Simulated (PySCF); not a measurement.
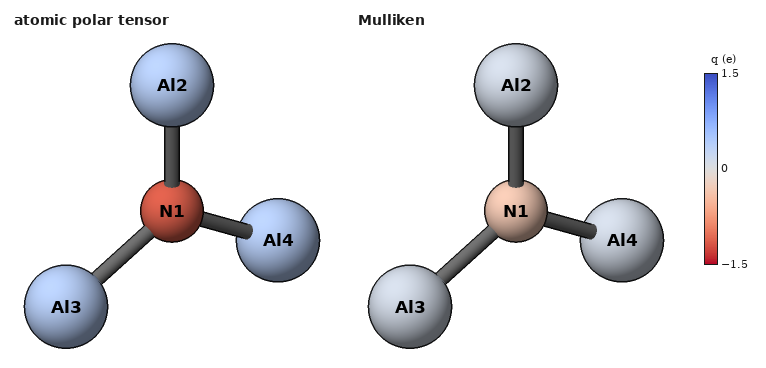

Atomic charges of one calculation by 2 schemes, on one colour scale. Computed geometry: PBE0/def2-TZVP optimisation. Level of theory: PBE0/def2-TZVP (PySCF 2.14.0).

Which scheme gives the most polar picture (largest mean size of the charges)?

Answer. The atomic polar tensor charges are the largest in size here.

List the charges (e), one line for each set of equivalent atoms.

```json
{"atom": "N1", "atomic polar tensor": "−1.12", "Mulliken": "−0.33"}
{"atom": "Al2, Al3, Al4", "atomic polar tensor": "0.37", "Mulliken": "0.11"}
```
